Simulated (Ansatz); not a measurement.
# Run report: GaH2F, single-point calculation

GaH2F, computed with direct RPA on PBE orbitals, frozen core/def2-TZVPP (Ansatz 0.2.0).

The geometry comes from this level: PBE0-D4/def2-TZVP.

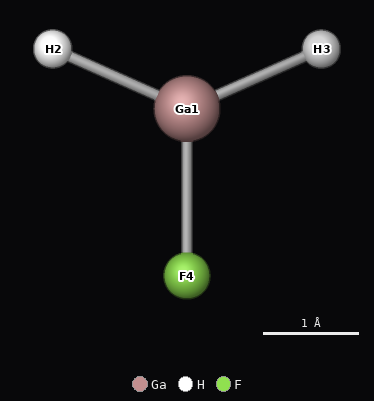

Figure 1. The input geometry (ball-and-stick view, seen on its broad side; atoms are numbered from 1 in the order of the input). Sticks mark near contacts. Bond lengths as drawn: F–Ga 1.76 Å and Ga–H 1.56 Å.

### Results in brief

- outcome: converged
- total energy: −55093.0823 eV
- mean-field energy: −55072.5499 eV
- SCF solution under orbital rotations: stable
- hardware: 4 threads of Arm Neoverse V1, 23 GiB of memory available, shared host
- wall time: 0.85 s (CPU time 2.8 s)
- peak memory: 0.43 GiB

### Input
```yaml
crystal:
  periodic: [false, false, false]
  atoms:
    - {symbol: Ga, position_ang: [-1.669808, 0.692080, -0.131746]}
    - {symbol: H, position_ang: [-1.489066, 0.464345, -1.659832]}
    - {symbol: H, position_ang: [-2.000010, -0.275932, 1.040212]}
    - {symbol: F, position_ang: [-1.460592, 2.365834, 0.366704]}
basis:
  gaussian: {orbitals: def2-TZVPP}
hamiltonian: {xc: pbe}
correlation: {method: rpa}
```

Run as:
```bash
ansatz run in.yaml --threads 4 --pin off --events-out ev --progress --plain --max-ram 9574MiB
```

### Output
```
Functional definition: PBE
  name "PBE"
  cite "Perdew, Burke & Ernzerhof, Phys. Rev. Lett. 77, 3865 (1996) doi:10.1103/PhysRevLett.77.3865"
  parent pbe
  parameter kappa = 0.804
  parameter beta = 0.06672455060314922
  exchange = pbe_x(kappa = kappa, mu = beta*pi^2/3)
  correlation = pbe_c(beta = beta)
676 factors; integrals over basis functions are off by at most 1.2e-3 eV
mean field evaluation 1: about -55115.0403 eV, gradient 5.3e1 eV
mean field evaluation 2: about -55115.0345 eV, gradient 5.3e1 eV
mean field evaluation 4: about -55117.8351 eV, gradient 2.4e1 eV
mean field evaluation 8: about -55118.7329 eV, gradient 5.8e-1 eV
mean field evaluation 16: about -55118.7331 eV, gradient 1.5e-5 eV
mean field -55118.73308628 eV, -2025.5760801016 hartree, gradient 6.4e-6 eV, S^2 0.000000; 0 other end points of the search recorded, 0 dependent functions left out
10 core orbitals not correlated: weight in the atoms' cores, before any rotation towards them, 1.000 or more for the frozen orbitals, at most 0.000 for the correlated occupied ones
reference -55072.54991234 eV, -2023.8788797635 hartree; 11, 11 occupied and 86, 86 virtual orbitals, 676 factors
Total energy: -55093.08233216 eV, -2024.6334322746 hartree
```
